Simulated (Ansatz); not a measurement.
Input file:

```
crystal:
  periodic: [false, false, false]
  atoms:
    - { symbol: F, position_ang: [-2.1541, -0.7507, 2.1992] }
    - { symbol: B, position_ang: [-1.6608, 0.506, 1.6261] }
    - { symbol: O, position_ang: [-1.2561, 0.5456, 0.2033] }
    - { symbol: C, position_ang: [0.2252, 0.2408, 0.1138] }
    - { symbol: Si, position_ang: [0.392, -1.6215, -0.1687] }
    - { symbol: Si, position_ang: [0.843, 1.1357, -1.3738] }
    - { symbol: H, position_ang: [-1.5772, 1.4907, 2.289] }
    - { symbol: H, position_ang: [0.8024, 0.5843, 0.9822] }
    - { symbol: H, position_ang: [-0.3575, -2.0225, -1.2992] }
    - { symbol: H, position_ang: [1.8215, -1.9019, -0.3185] }
    - { symbol: H, position_ang: [-0.1091, -2.35, 1.045] }
    - { symbol: H, position_ang: [0.6175, 2.58714, -1.12659] }
    - { symbol: H, position_ang: [0.10811, 0.6755, -2.57956] }
    - { symbol: H, position_ang: [2.26858, 0.84409, -1.57787] }
basis:
  gaussian: { orbitals: def2-SVP }
hamiltonian:
  xc: b3lyp
  dispersion: d4
relax:
  f_tol: 0.015
  max_steps: 40
output:
  orbitals: {}
```

Run with:

```sh
ansatz run input.yaml --threads 2 --pin off --max-ram 3072MiB --backend cpu --events-out ev --progress --plain --runs-dir out
```

The fields are those of the relaxed geometry.

These are results of RKS B3LYP-D4/def2-SVP (Ansatz), not measurements.

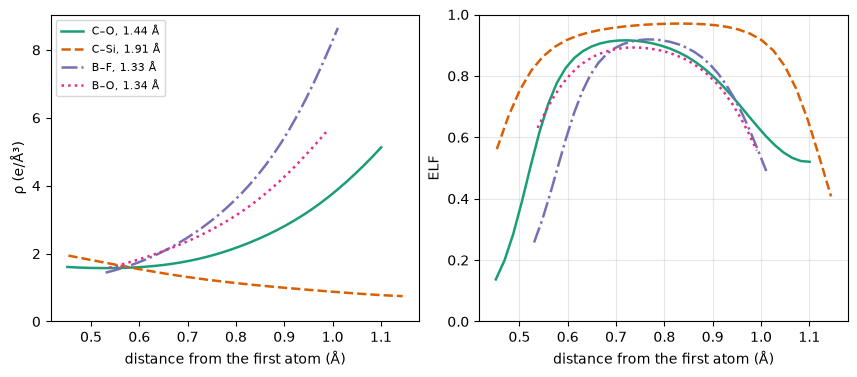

CH8BFOSi2 (SMILES FBOC([SiH3])[SiH3]). Total electron density and electron localisation function along straight lines between neighbouring atoms. The curves leave out the atomic cores.

**What can be read from the curves?**

C–O (1.44 Å): ρ at the midpoint is about 1.8 e/Å³, with its minimum of 1.6 e/Å³ about 0.5 Å from C; the ELF peaks at about 0.90 between the atoms (a shared but strongly polarised pair).
C–Si (1.91 Å): the density is about 0.93 e/Å³ at the midpoint; the ELF peaks at about 1 between the atoms: a covalent bond.
B–F (1.33 Å): ρ at the midpoint is about 2.2 e/Å³; the ELF peaks at about 0.90 between the atoms (a shared but strongly polarised pair).
B–O (1.34 Å): the density is about 2.2 e/Å³ at the midpoint; the ELF peaks at about 0.90 between the atoms, as expected for a polar covalent bond.
